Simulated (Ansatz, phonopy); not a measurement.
# Grüneisen parameters and expansion of ZrC (Fm-3m), part 3 of 4

Aim: how the vibrations of ZrC shift with volume, and the expansion that follows.

Ansatz 0.2.0; DFT PBEsol, scalar-relativistic, plane waves, PAW.

So far. Step 9 (Single point at a scaled cell, V/V0 0.985): The run ends at a pressure of 3.68 GPa. Step 10 (Lattice dynamics at this volume, V/V0 0.985): No mode is imaginary beyond numerical noise at the solved wavevectors. The highest zone-centre mode (no LO–TO term) moved by +3.1 % for a volume change of -1.5 %.

The database entry behind the starting cell differs from later determinations by our own check (an axis about 0.7 % long against later determinations), so it need not match the best structure at ambient conditions.

### 11. A cell at another volume, V/V0 1.03

Symmetry fixes every atom, so a single point at the scaled cell gives the energy and pressure of this member.

input.yaml reads:

```yaml
crystal:
  lattice:
    - [0.0, 2.3575391086, 2.3575391086]
    - [2.3575391086, 0.0, 2.3575391086]
    - [2.3575391086, 2.3575391086, 0.0]
  atoms:
    - { symbol: Zr, position: [0.5, 0.5, 0.5] }
    - { symbol: C, position: [0.0, 0.0, 0.0] }
kpoints:
  mp_grid: { grid: [16, 16, 16] }
hamiltonian:
  xc: pbesol
scf:
  occupations: { method: methfessel_paxton, width: 0.2 }
output:
  forces: true
  stress: true
  eigenvalues: true
```

Run with:

```
> ansatz run input.yaml --threads 4 --pin off --max-ram 8192MiB --backend cpu --events-out ev --progress --plain --runs-dir out
```

Numbers of over 12 decimals in the logs are rounded to 6 here.

The log of the run:

```text
[...]
Crystal: 2 atoms, lattice volume = 26.206 Å³
Basis set: ecut = 420 eV, 531 PW (Γ), exchange–correlation on 48×48×48 points (8 copies of the dense FFT grid, shifted against one another)
Bands: 12, of which v1, the nominal top of the filled ones, is band 8 counted from 1 (7 counted from 0)
Symmetry: 48 space group operations
[...]
k-points: 145 of 4096
[...]
--- Band table (eV; the first three rows and the last of 145) ---
  k-point 0: bands = [... 4 lower, 3.3320, 15.5338, 15.5338, 15.5338, 15.6396, 15.6396, 15.6396, 17.3630]
  k-point 1: bands = [... 4 lower, 3.4209, 14.7722, 14.9812, 14.9812, 15.8597, 15.8597, 16.1949, 17.8784]
  k-point 2: bands = [... 4 lower, 3.6788, 13.8236, 14.2054, 14.2054, 16.1432, 16.1432, 16.6139, 18.9100]
  k-point 144: bands = [... 4 lower, 5.2122, 11.9582, 12.2308, 12.2308, 17.8345, 17.8345, 20.2006, 21.5409]
[key lines of the parts left out:]
SCF converged after 5 iterations
Free energy (F): -4377.156743 eV
Fermi energy:    14.574877 eV
P = ⅓ Tr σ = -6.5718 GPa (-65.718 kbar)
```

It took 0.81 s on 4 threads of Arm Neoverse V1, shared host; peak memory 0.34 GiB.

The run ends at a pressure of -6.57 GPa.

### 12. Lattice dynamics at this volume, V/V0 1.03

Phonons at this volume give one point of F(V, T); meshes stay fixed along the series.

input.yaml, the sections that differ from step 11:

```yaml
output:
  eigenvalues: true
phonons:
  method: dfpt
  qmesh: [4, 4, 4]
  temperatures: { t_max: 1000, t_step: 50 }
  qpath:
    path:
      - [[0.0, 0.0, 0.0], [0.5, 0.0, 0.5], [0.625, 0.25, 0.625]]
      - [[0.375, 0.375, 0.75], [0.0, 0.0, 0.0], [0.5, 0.5, 0.5], [0.5, 0.25, 0.75], [0.5, 0.0, 0.5]]
    npoints: 10
# crystal, kpoints, hamiltonian, scf: as in step 11
```

The log of the run:

```text
[...]
Crystal: 2 atoms, lattice volume = 26.206 Å³
Basis set: ecut = 420 eV, 531 PW (Γ), exchange–correlation on 48×48×48 points (8 copies of the dense FFT grid, shifted against one another)
Bands: 12, of which v1, the nominal top of the filled ones, is band 8 counted from 1 (7 counted from 0)
Symmetry: 48 space group operations
k-points: 145 of 4096
[...]
k-point 144: bands = [... 4 lower, 5.2123, 11.9583, 12.2309, 12.2309, 17.8346, 17.8346, 20.2009, 21.5411]
[...]
ASR residual: 5.228e-5 → 0.000e0 eV/Å²; symmetrization residual: 2.009e-7 eV/Å²
  ASR residual per site (eV/Å²): 2.48e-5 5.23e-5
  Γ frequencies (cm⁻¹): 0.00 0.00 0.00 416.17 416.17 416.17
--- Phonons (arbitrary-q DFPT): 8 irreducible q on the 4×4×4 mesh ---
[...]
interpolated dispersion: 62 rows × 6 modes
[...]
[key lines of the parts left out:]
SCF converged after 7 iterations
Free energy (F): -4377.156744 eV
Fermi energy:    14.574941 eV
```

Run time: 4.1 min. Hardware: 4 threads; peak memory 3.2 GiB; 16 min of CPU time.

No mode is imaginary beyond numerical noise at the solved wavevectors. The highest zone-centre mode (no LO–TO term) moved by -6.2 % for a volume change of +3.0 %.

### 13. A cell at another volume, V/V0 0.97

Symmetry fixes every atom, so a single point at the scaled cell gives the energy and pressure of this member.

The cell differs from the one that the last finished run ended in (a 3.334 → 3.268 Å, b 3.334 → 3.268 Å, c 3.334 → 3.268 Å).

input.yaml, the sections that differ from step 12:

```yaml
crystal:
  lattice:
    - [0.0, 2.310842834, 2.310842834]
    - [2.310842834, 0.0, 2.310842834]
    - [2.310842834, 2.310842834, 0.0]
  atoms:
    - { symbol: Zr, position: [0.5, 0.5, 0.5] }
    - { symbol: C, position: [0.0, 0.0, 0.0] }
output:
  forces: true
  stress: true
  eigenvalues: true
# kpoints, hamiltonian, scf: as in step 12
# phonons: removed
```

The log of the run:

```text
[...]
Crystal: 2 atoms, lattice volume = 24.680 Å³
Basis set: ecut = 420 eV, 531 PW (Γ), exchange–correlation on 48×48×48 points (8 copies of the dense FFT grid, shifted against one another)
Bands: 12, of which v1, the nominal top of the filled ones, is band 8 counted from 1 (7 counted from 0)
Symmetry: 48 space group operations
[...]
k-points: 145 of 4096
[...]
--- Band table (eV; the first three rows and the last of 145) ---
  k-point 0: bands = [... 4 lower, 4.1517, 16.5743, 16.5743, 16.5743, 16.6829, 16.6829, 16.6829, 18.5627]
  k-point 1: bands = [... 4 lower, 4.2504, 15.7796, 15.9938, 15.9938, 16.9179, 16.9179, 17.2729, 19.1063]
  k-point 2: bands = [... 4 lower, 4.5353, 14.7989, 15.1751, 15.1751, 17.2234, 17.2234, 17.7234, 20.2032]
  k-point 144: bands = [... 4 lower, 6.0832, 12.8414, 13.2362, 13.2362, 19.0334, 19.0334, 21.6704, 23.1211]
[key lines of the parts left out:]
SCF converged after 5 iterations
Free energy (F): -4377.155044 eV
Fermi energy:    15.606150 eV
P = ⅓ Tr σ = 7.6451 GPa (76.451 kbar)
```

Run time: 0.81 s. Hardware: 4 threads; peak memory 0.34 GiB; 2.5 s of CPU time.

The run ends at a pressure of 7.65 GPa.

### 14. Phonons, V/V0 0.97

Phonons at this volume give one point of F(V, T); meshes stay fixed along the series.

input.yaml, the sections that differ from step 13:

```yaml
output:
  eigenvalues: true
phonons:
  method: dfpt
  qmesh: [4, 4, 4]
  temperatures: { t_max: 1000, t_step: 50 }
  qpath:
    path:
      - [[0.0, 0.0, 0.0], [0.5, 0.0, 0.5], [0.625, 0.25, 0.625]]
      - [[0.375, 0.375, 0.75], [0.0, 0.0, 0.0], [0.5, 0.5, 0.5], [0.5, 0.25, 0.75], [0.5, 0.0, 0.5]]
    npoints: 10
# crystal, kpoints, hamiltonian, scf: as in step 13
```

The log of the run:

```text
[...]
Crystal: 2 atoms, lattice volume = 24.680 Å³
Basis set: ecut = 420 eV, 531 PW (Γ), exchange–correlation on 48×48×48 points (8 copies of the dense FFT grid, shifted against one another)
Bands: 12, of which v1, the nominal top of the filled ones, is band 8 counted from 1 (7 counted from 0)
Symmetry: 48 space group operations
k-points: 145 of 4096
[...]
k-point 144: bands = [... 4 lower, 6.0833, 12.8415, 13.2363, 13.2363, 19.0334, 19.0334, 21.6706, 23.1213]
[...]
ASR residual: 5.577e-5 → 0.000e0 eV/Å²; symmetrization residual: 1.493e-7 eV/Å²
  ASR residual per site (eV/Å²): 2.36e-5 5.58e-5
  Γ frequencies (cm⁻¹): 0.00 0.00 0.00 471.55 471.55 471.55
--- Phonons (arbitrary-q DFPT): 8 irreducible q on the 4×4×4 mesh ---
[...]
interpolated dispersion: 62 rows × 6 modes
[...]
[key lines of the parts left out:]
SCF converged after 7 iterations
Free energy (F): -4377.155044 eV
Fermi energy:    15.606200 eV
```

It took 4 min on 4 threads; peak memory 3.1 GiB; 15 min of CPU time.

No LO-TO term. The phonon branches at the labelled points (cm⁻¹):

```
    point  branch 1  branch 2  branch 3  branch 4  branch 5  branch 6
        Γ         0         0         0       472       472       472
        X       225       225       283       496       496       566
        U       225       269       278       527       557       609
jump to K       225       269       278       527       557       609
        Γ         0         0         0       472       472       472
        L       202       202       343       553       553       688
        W       257       257       264       541       541       618
        X       225       225       283       496       496       566
```

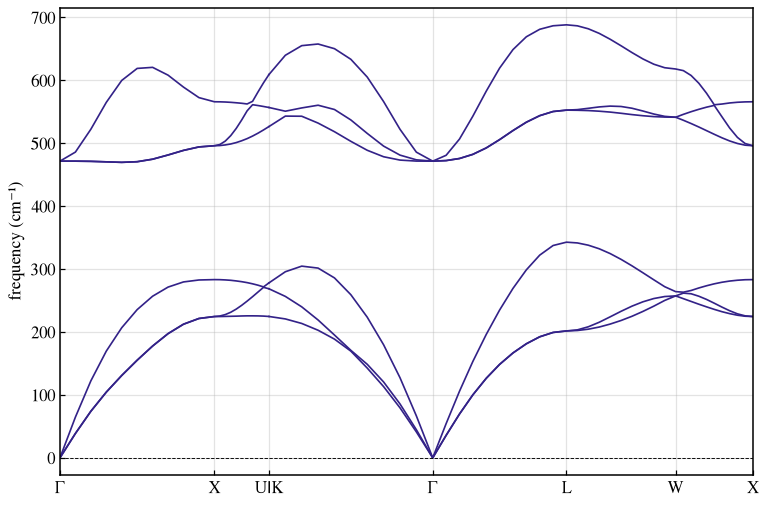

Phonon branches along the path.

No mode is imaginary beyond numerical noise at the solved wavevectors. The highest zone-centre mode (no LO–TO term) moved by +6.3 % for a volume change of -3.0 %.

### 15. Single point at a scaled cell, V/V0 1.05

Symmetry fixes every atom, so a single point at the scaled cell gives the energy and pressure of this member.

input.yaml, the sections that differ from step 14:

```yaml
crystal:
  lattice:
    - [0.0, 2.3727005485, 2.3727005485]
    - [2.3727005485, 0.0, 2.3727005485]
    - [2.3727005485, 2.3727005485, 0.0]
  atoms:
    - { symbol: Zr, position: [0.5, 0.5, 0.5] }
    - { symbol: C, position: [0.0, 0.0, 0.0] }
output:
  forces: true
  stress: true
  eigenvalues: true
# kpoints, hamiltonian, scf: as in step 14
# phonons: removed
```

The log of the run:

```text
[...]
Crystal: 2 atoms, lattice volume = 26.715 Å³
Basis set: ecut = 420 eV, 531 PW (Γ), exchange–correlation on 48×48×48 points (8 copies of the dense FFT grid, shifted against one another)
Bands: 12, of which v1, the nominal top of the filled ones, is band 8 counted from 1 (7 counted from 0)
Symmetry: 48 space group operations
[...]
k-points: 145 of 4096
[...]
--- Band table (eV; the first three rows and the last of 145) ---
  k-point 0: bands = [... 4 lower, 3.0826, 15.2110, 15.2110, 15.2110, 15.3142, 15.3142, 15.3142, 16.9896]
  k-point 1: bands = [... 4 lower, 3.1687, 14.4593, 14.6667, 14.6667, 15.5298, 15.5298, 15.8592, 17.4966]
  k-point 2: bands = [... 4 lower, 3.4186, 13.5206, 13.9042, 13.9042, 15.8064, 15.8064, 16.2676, 18.5082]
  k-point 144: bands = [... 4 lower, 4.9437, 11.6845, 11.9230, 11.9230, 17.4614, 17.4614, 19.7448, 21.0517]
[key lines of the parts left out:]
SCF converged after 5 iterations
Free energy (F): -4377.129646 eV
Fermi energy:    14.256631 eV
P = ⅓ Tr σ = -10.4325 GPa (-104.325 kbar)
```

The job ended after 0.82 s (4 threads; peak memory 0.34 GiB; 2.6 s of CPU time).

The run ends at a pressure of -10.43 GPa.

### 16. Lattice dynamics at this volume, V/V0 1.05

Phonons at this volume give one point of F(V, T); meshes stay fixed along the series.

input.yaml, the sections that differ from step 15:

```yaml
output:
  eigenvalues: true
phonons:
  method: dfpt
  qmesh: [4, 4, 4]
  temperatures: { t_max: 1000, t_step: 50 }
  qpath:
    path:
      - [[0.0, 0.0, 0.0], [0.5, 0.0, 0.5], [0.625, 0.25, 0.625]]
      - [[0.375, 0.375, 0.75], [0.0, 0.0, 0.0], [0.5, 0.5, 0.5], [0.5, 0.25, 0.75], [0.5, 0.0, 0.5]]
    npoints: 10
# crystal, kpoints, hamiltonian, scf: as in step 15
```

The log of the run:

```text
[...]
Crystal: 2 atoms, lattice volume = 26.715 Å³
Basis set: ecut = 420 eV, 531 PW (Γ), exchange–correlation on 48×48×48 points (8 copies of the dense FFT grid, shifted against one another)
Bands: 12, of which v1, the nominal top of the filled ones, is band 8 counted from 1 (7 counted from 0)
Symmetry: 48 space group operations
k-points: 145 of 4096
[...]
k-point 144: bands = [... 4 lower, 4.9438, 11.6845, 11.9231, 11.9231, 17.4615, 17.4615, 19.7450, 21.0519]
[...]
ASR residual: 5.708e-5 → 0.000e0 eV/Å²; symmetrization residual: 2.347e-7 eV/Å²
  ASR residual per site (eV/Å²): 9.48e-6 5.71e-5
  Γ frequencies (cm⁻¹): 0.00 0.00 0.00 398.39 398.39 398.39
--- Phonons (arbitrary-q DFPT): 8 irreducible q on the 4×4×4 mesh ---
[...]
interpolated dispersion: 62 rows × 6 modes
[...]
[key lines of the parts left out:]
SCF converged after 7 iterations
Free energy (F): -4377.129646 eV
Fermi energy:    14.256704 eV
```

Run time: 4.1 min. Hardware: 4 threads; peak memory 3.3 GiB; 16 min of CPU time.

No LO-TO term. Phonon branches along the path, in cm⁻¹:

```
    point  branch 1  branch 2  branch 3  branch 4  branch 5  branch 6
        Γ         0         0         0       398       398       398
        X       196       196       243       431       431       511
        U       190       232       249       468       501       549
jump to K       190       232       249       468       501       549
        Γ         0         0         0       398       398       398
        L       170       170       309       490       490       630
        W       224       224       233       484       484       558
        X       196       196       243       431       431       511
```

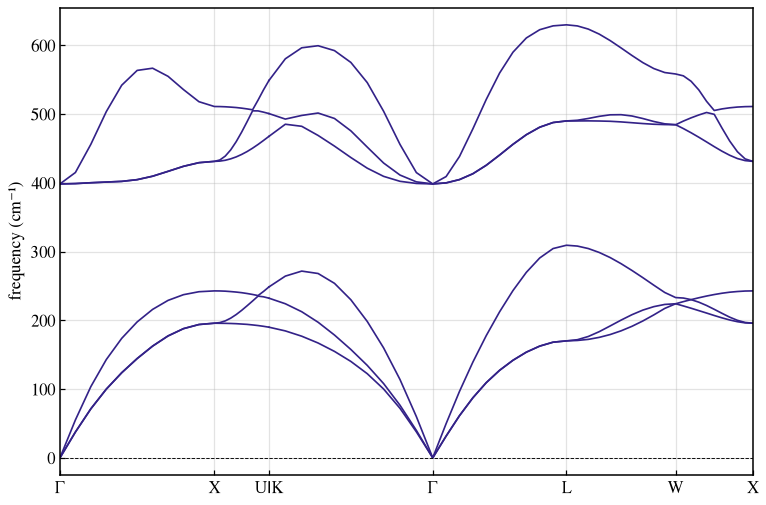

Phonon branches along the path.

No mode is imaginary beyond numerical noise at the solved wavevectors. The highest zone-centre mode (no LO–TO term) moved by -10.2 % for a volume change of +5.0 %.

### 17. How the modes move with volume

This step: DFT PBEsol, scalar-relativistic, plane waves, PAW (phonopy 4.10.0).

This step gave:

| Item | Value |
| --- | --- |
| share of modes with a negative Grüneisen parameter | 0 |

Mean Grüneisen, by row:

```
T (K)  heat-capacity-weighted mean  root mean square
   50                        1.599             1.662
  100                        1.651              1.69
  200                        1.608             1.639
  300                        1.581             1.611
  500                        1.562             1.591
  800                        1.555             1.583
```

The mean mode Grueneisen parameter by wavenumber:

```
wavenumber (cm⁻¹)  mean mode Grueneisen parameter
               11                               -
               56                               1
               78                            1.12
              122                            1.39
              166                            1.68
              211                            1.78
              233                            1.65
              277                            1.55
              322                            1.32
              344                               -
              388                               -
              433                            2.01
              455                            1.87
              499                            1.58
              544                            1.38
              588                            1.24
              610                             1.2
              655                            1.13
```

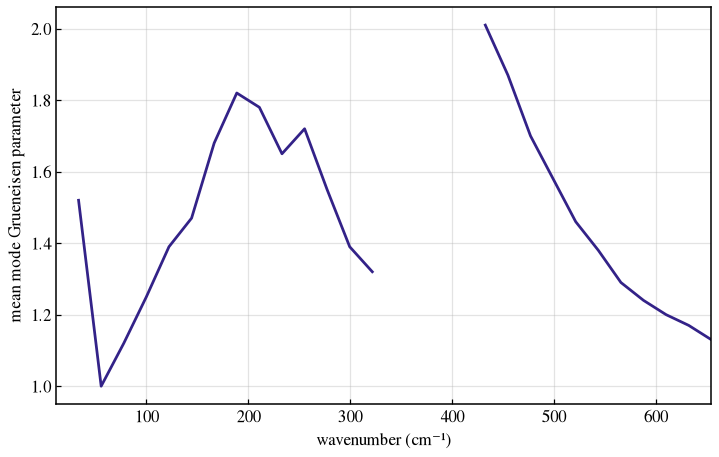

Mean mode Grueneisen parameter, plotted against wavenumber.

Volume series, by row:

```
 V/V0  V (Å³/atom)  pressure (GPa)  E - E0 (meV/atom)  gap (eV)  zero-point energy (meV/atom)  lowest on the path (cm⁻¹)  highest at Gamma without the LO-TO term (cm⁻¹)
 0.97        12.34           7.645              8.852         0                         73.56                          0                                           471.6
0.985        12.53           3.677              2.156         0                         71.95                          0                                           457.4
    1        12.72               0                  0         0                         70.37                          0                                           443.5
1.015        12.91           -3.41              2.058         0                         68.81                          0                                           429.7
 1.03         13.1          -6.572              8.037         0                         67.27                          0                                           416.2
 1.05        13.36          -10.43              21.59         0                         65.25                          0                                           398.4
```

The optical frequency at Gamma without the LO-TO term, mode 4 by V/V0:

```
  V/V0  optical frequency at Gamma without the LO-TO term, mode 4 (cm⁻¹)
0.9700                                                               472
0.9850                                                               457
1.0000                                                               444
1.0150                                                               430
1.0300                                                               416
1.0500                                                               398
```

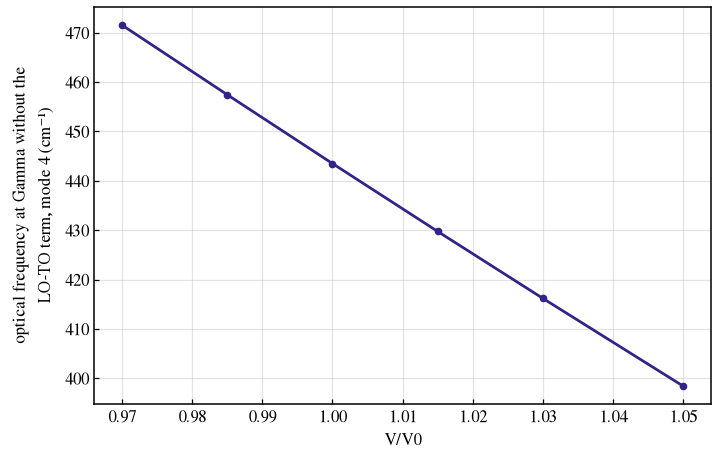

Optical frequency at Gamma without the LO-TO term, mode 4, plotted against V/V0.

[end of part 3 of 4]

[Logs are printed without paths, hosts, clocks, repeated set-up lines and the standing remarks that a program may print on its own settings, such as how far it seeks lower states.]

[Hosts, paths, dates, database ids (printed as entryN), source tags and the programs' standing remarks are cut or masked in the printed files.]

[A step with changed settings may run another functional than the one named; its input shows which.]

[Of the runs on displaced cells, only some may be shown.]
